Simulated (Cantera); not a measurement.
A closed system holds: 1 mol CuO, 0.55 mol NF3, at 0.100 bar.

Cantera equilibrium calculation (NASA polynomials, part measured and part estimated; ideal gas, pure solids and liquids). Candidate condensed phases: Cu, CuF2, CuO, Cu2O; 22 gas species. Mutual solubility and eutectic melting of coexisting phases are not modelled. Kinetics and transport are ignored.

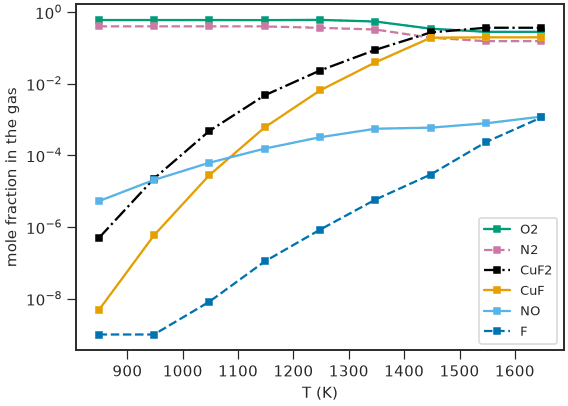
Figure. Equilibrium gas composition (values under 1e-9 drawn at 1e-9)

Read off the mole fractions at 1448 K.

O2 about 0.34, CuF2 about 0.27, N2 about 0.19, CuF about 0.19, NO about 0.00060, F about 2.9e-5.
